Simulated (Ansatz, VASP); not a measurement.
**La2O3: VASP beside Ansatz**

Wanted: the spread between two codes on one cell, functional and k mesh.

Method: plane waves, with VASP 6.6.1 beside it; dielectric response at LDA, in Ansatz 0.2.0.

**1. The starting structure**

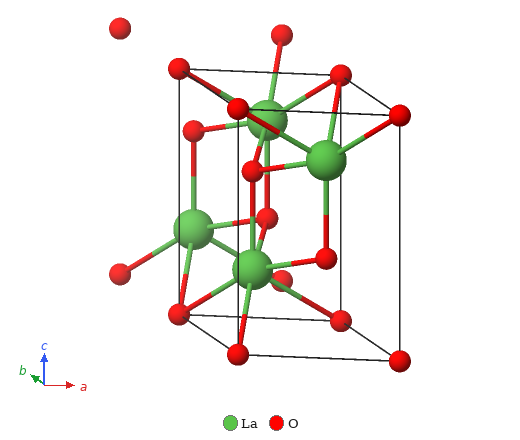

Start, viewed slightly off an axis; lanthanum green, oxygen red. 1×2×1 cells are drawn. Bonds to atoms that aren't drawn are left out. Some periodic images of atoms are drawn too.

**2. Ansatz: dielectric response, LDA**

Ansatz runs on its default PAW (the set named soft_2) files.

The response to a field tests empty states and converges slowly with the mesh.

input.yaml reads:

```yaml
crystal:
  lattice:
    - [3.93077788, 0.0, 0.0]
    - [-1.96538894, 3.4041535, 0.0]
    - [0.0, 0.0, 6.11195352]
  atoms:
    - { symbol: La, position: [0.666666667, 0.333333333, 0.75376432] }
    - { symbol: La, position: [0.333333333, 0.666666667, 0.24623568] }
    - { symbol: O, position: [0.666666667, 0.333333333, 0.35410935] }
    - { symbol: O, position: [0.333333333, 0.666666667, 0.64589065] }
    - { symbol: O, position: [0.0, 0.0, 0.0] }
hamiltonian:
  xc: lda
  pseudopotentials: { kind: paw }
kpoints:
  mp_grid: { grid: [7, 7, 4] }
scf:
  occupations: { method: fixed }
dielectric:
  method: response
```

On the command line:

```console
> ansatz run input.yaml --threads 2 --pin off --max-ram 4608MiB --backend cpu --events-out ev --progress --plain --runs-dir out
```

Numbers of over 12 decimals in the logs are rounded to 6 here.

Log:

```text
Engine: ansatz 0.2.0, aarch64-unknown-linux-gnu
Pseudopotentials: kind: paw
Pseudopotential: La, paw, valence charge 11, recommended cutoff 420 eV (normal), La.paw.azcp
Pseudopotential: O, paw, valence charge 6, recommended cutoff 420 eV (normal), O.paw.azcp
Functional definition: SPW92
  exchange = slater_x
  correlation = pw_c
Crystal: 5 atoms, lattice volume = 81.784 Å³
Basis set: ecut = 420 eV, 1641 PW (Γ), exchange–correlation on 54×54×90 points (8 copies of the dense FFT grid, shifted against one another)
Bands: 25, of which v1, the nominal top of the filled ones, is band 20 counted from 1 (19 counted from 0)
Symmetry: 12 space group operations
k-points: 60 of 196 (irreducible under 2 space group operations, time reversal used)
Non-local potential: La, projectors of the file, l = 0: 3, l = 1: 2, l = 2: 2, l = 3: 3
Non-local potential: O, projectors of the file, l = 0: 2, l = 1: 2, l = 2: 1
PAW form: soft (Blöchl's): semilocal exchange-correlation on the pseudo side does not see the compensation charge
PAW frozen core: La, regenerated for the run's functional, and the local potential with it (the file was generated under x = pbe(κ = 0.804, μ = 0.219515), c = pbe(β = 0.066725))
PAW frozen core: O, regenerated for the run's functional, and the local potential with it (the file was generated under x = pbe(κ = 0.804, μ = 0.219515), c = pbe(β = 0.066725))
PAW one-centre angular grid: La, 590 points (default); XC on 64 Gauss nodes
PAW one-centre angular grid: O, 110 points (default); XC on 64 Gauss nodes
Initial density: superposition of atomic densities (neutral atoms: chi_scale 0, normalization atom), corrected by the library's trained network
Initial wavefunctions: pseudopotential atomic-orbital guess
Functional: x = slater, c = lda
SCF iter   1: F=—  HF=-13827.929431 eV  |F-HF|=—  |Δ(HF+E_count)|=         —  Δρ=1.60e-2  dr2=2.09e-1  ethr=1.77e-3  ⟨swp⟩=4.8  Hψ=6289  notcnv=0  defer=144
preconditioner: auto → Resta (q_TF=auto, 2.422 Å⁻¹)  ε∞=5.1  [insulator: Δε(μ)=3.608 eV  Ē_g=12.184 eV  n_scr=22 (ndim 8)  ℏωp=24.6 eV  f_vac=0.023  ε∞_Penn≈5.1]
SCF iter   2: F=—  HF=-13827.892429 eV  |F-HF|=—  |Δ(HF+E_count)|=   3.70e-2  Δρ=7.20e-3  dr2=2.58e-2  ethr=5.23e-4  ⟨swp⟩=3.3  Hψ=3413  notcnv=0  defer=140
SCF iter   3: F=—  HF=-13827.886580 eV  |F-HF|=—  |Δ(HF+E_count)|=   5.85e-3  Δρ=2.10e-3  dr2=2.24e-3  ethr=6.44e-5  ⟨swp⟩=3.0  Hψ=2430  notcnv=0  defer=177
SCF iter   4: F=—  HF=-13827.886278 eV  |F-HF|=—  |Δ(HF+E_count)|=   3.01e-4  Δρ=1.13e-3  dr2=9.98e-4  ethr=5.59e-6  ⟨swp⟩=2.0  Hψ=2607  notcnv=0  defer=177
SCF iter   5: F=—  HF=-13827.886089 eV  |F-HF|=—  |Δ(HF+E_count)|=   1.90e-4  Δρ=1.72e-4  dr2=2.93e-5  ethr=2.49e-6  ⟨swp⟩=2.0  Hψ=2068  notcnv=0  defer=160
SCF iter   6: F=—  HF=-13827.886093 eV  |F-HF|=—  |Δ(HF+E_count)|=   4.55e-6  Δρ=5.70e-5  dr2=2.95e-6  ethr=7.32e-8  ⟨swp⟩=2.6  Hψ=2570  notcnv=0  defer=125
SCF iter   7: F=—  HF=-13827.886094 eV  |F-HF|=—  |Δ(HF+E_count)|=   7.35e-7  Δρ=1.13e-5  dr2=1.46e-7  ethr=7.38e-9  ⟨swp⟩=2.2  Hψ=2155  notcnv=0  defer=103
SCF iter   8: F=—  HF=-13827.886094 eV  |F-HF|=—  |Δ(HF+E_count)|=   5.49e-8  Δρ=2.61e-6  dr2=7.38e-9  ethr=3.66e-10  ⟨swp⟩=2.5  Hψ=2502  notcnv=0  defer=103
SCF iter   9: F=—  HF=-13827.886094 eV  |F-HF|=—  |Δ(HF+E_count)|=  1.00e-10  Δρ=5.63e-7  dr2=3.03e-10  ethr=1.84e-11  ⟨swp⟩=2.6  Hψ=2626  notcnv=0  defer=103
SCF iter  10: F=-13827.886094 eV  HF=-13827.886094 eV  |F-HF|=3.64e-12  |Δ(HF+E_count)|=  1.82e-12  Δρ=9.46e-8  dr2=8.85e-12  ethr=1.00e-12  ⟨swp⟩=12.7  Hψ=5537  notcnv=0
SCF 1 converged in 10 iterations: F = -13827.886094 eV  dr2 = 8.85e-12
  greatest PAW one-centre occupation: 0.974 electrons in one spin orbital (limit 2), on the La atom at site 1 (counted from 0), in its partial waves of l = 0
NSCF: frozen V_eff on 6 k-points
DFPT response loops at Γ: preconditioner auto → Resta (q_TF=auto, 2.422 Å⁻¹)  ε∞=4.0 (no band partly filled); β = 1.00, the filter's whole step (`scf.mixing.beta` (0.50) is not read by the response loops at its default; to damp them type it under 1.00, their step now; it binds the ground state too); Broyden in place of MSR1
── the response to a field inside a basis, on 8×8×4 k-points: an SCF that follows is theirs, and a resumed run solves both again ──
Bands: 21, of which v1, the nominal top of the filled ones, is band 20 counted from 1 (19 counted from 0)
k-points: 72 of 256 (irreducible under 4 space group operations)
Initial density: handed on by an earlier stage of this run
Initial wavefunctions: pseudopotential atomic-orbital guess (no wavefunctions were taken with the density)
Eigensolver: Dense (72 Hₖ)
SCF iter   1: F=—  HF=-13827.885466 eV  |F-HF|=—  |Δ(HF+E_count)|=         —  Δρ=5.19e-4  dr2=4.42e-5  ethr=1.00e-1
preconditioner: auto → Resta (q_TF=auto, 2.422 Å⁻¹)  ε∞=5.4  [insulator: Δε(μ)=3.829 eV  Ē_g=11.723 eV  n_scr=22 (ndim 8)  ℏωp=24.6 eV  f_vac=0.018  ε∞_Penn≈5.4]
SCF iter   2: F=—  HF=-13827.885452 eV  |F-HF|=—  |Δ(HF+E_count)|=   1.43e-5  Δρ=2.25e-4  dr2=2.05e-5  ethr=1.11e-7
SCF iter   3: F=—  HF=-13827.885448 eV  |F-HF|=—  |Δ(HF+E_count)|=   3.77e-6  Δρ=1.19e-4  dr2=2.16e-6  ethr=5.12e-8
SCF iter   4: F=—  HF=-13827.885448 eV  |F-HF|=—  |Δ(HF+E_count)|=   8.01e-7  Δρ=1.24e-5  dr2=1.07e-7  ethr=5.40e-9
SCF iter   5: F=-13827.885448 eV  HF=-13827.885448 eV  |F-HF|=6.76e-9  |Δ(HF+E_count)|=   2.06e-8  Δρ=3.44e-6  dr2=9.59e-9  ethr=2.69e-10
SCF 1 converged in 5 iterations: F = -13827.885448 eV  dr2 = 9.59e-9
DFPT response loops at Γ: mixed as the last ones told, above
SCF converged after 10 iterations
Free energy (F): -13827.886094 eV
Harris-Foulkes:  -13827.886094 eV  (|F-HF|=3.64e-12)
Internal energy: -13827.886094 eV  (E = F + TS)
E sigma→0 (E₀):  -13827.886094 eV
Fermi energy:    9.298269 eV
--- Per-component energies (eV) ---
  E_band       = -18.818712
  E_kinetic    = 907.396273
  E_local      = -1537.232149  (includes V_loc(G=0)·N_el)
  E_nonlocal   = 349.755893
  E_hartree    = 542.183384
  E_xc         = -496.557536
  E_vxc        = -577.548563  (∫ρ·V_xc dr)
  E_paw        = -10929.933025  (= ΣΔE_a)
  E_vpaw       = -245.564215  (= ΣTr[D̂ρ^β])
  E_aug_tail   = 0.007316  (compensation charges beyond the density's cutoff)
  E_ewald      = -2664.442447
  E_core_change = 0.936197  (= ΣΔE_core)
  E_smearing   = -0.000000  (= −TS)
  E_closure    = -0.000000  (closes the sum)
  Σ components = -13827.886094   (vs F -13827.886094, Δ=0.00e0)
--- Band table (eV; the first three rows and the last of 60) ---
  k-point 0: bands = [... 16 lower, 7.6129, 8.9237, 8.9237, 9.1941, 13.4487, 13.8237, 13.8237, 14.3511, ... 1 higher]
  k-point 1: bands = [... 16 lower, 7.9937, 8.8841, 8.9704, 8.9704, 13.6168, 13.8899, 13.8899, 14.3916, ... 1 higher]
  k-point 2: bands = [... 16 lower, 8.2891, 8.4905, 9.0235, 9.0235, 13.8735, 13.9504, 13.9504, 14.1693, ... 1 higher]
  k-point 59: bands = [... 16 lower, 8.5261, 8.7690, 9.0385, 9.0771, 13.3349, 13.9904, 14.1730, 14.3616, ... 1 higher]
--- Dielectric response (ions clamped): 3 representative field directions + reference, inside a basis on a mesh of 256 k-points (Σ response iterations 15) ---
  ε∞ (high-frequency dielectric tensor):
        4.864694     0.000000     0.000000
        0.000000     4.864694     0.000000
        0.000000     0.000000     4.778117
  Born effective charges Z* (e; rows j = field, columns β = displacement):
    site 0:
         4.18931   -0.00000   -0.00000
        -0.00000    4.18931   -0.00000
        -0.00000   -0.00000    3.81976
    site 1:
         4.18931   -0.00000   -0.00000
        -0.00000    4.18931   -0.00000
        -0.00000   -0.00000    3.81976
    site 2:
        -2.84229   -0.00000    0.00000
        -0.00000   -2.84229    0.00000
         0.00000    0.00000   -2.53344
    site 3:
        -2.84229   -0.00000    0.00000
        -0.00000   -2.84229    0.00000
        -0.00000    0.00000   -2.53344
    site 4:
        -2.69405    0.00000    0.00000
         0.00000   -2.69405    0.00000
         0.00000    0.00000   -2.57264
  Z* charge neutrality: 2.025e-3 e pre-enforcement
  solved inside a basis spanned on kpoints, on 8×8×4 k-points, its susceptibility summed on 12×12×6: ε∞ is read to err by 1.4e-2, Z* by 1.4e-2 e (field_mesh: kpoints solves on kpoints); Z* is corrected for what the basis lacks
```

The job ended after 2.9 min (2 threads of Arm Neoverse N1, shared host; peak memory 0.82 GiB; 5.8 min of CPU time).

The column dr2 measures how far the density is from self-consistency, as an energy; F and HF (Harris–Foulkes) agree once it is small.

(Continued in part 2 of 2.)

[Lines on the potential files, build, host, timing and source positions are cut from VASP's logs without a mark.]

[Logs are printed without paths, hosts, clocks, repeated set-up lines and the standing remarks that a program may print on its own settings, such as how far it seeks lower states.]

[Hosts, paths, dates, database ids (printed as entryN), source tags and the programs' standing remarks are cut or masked in the printed files.]
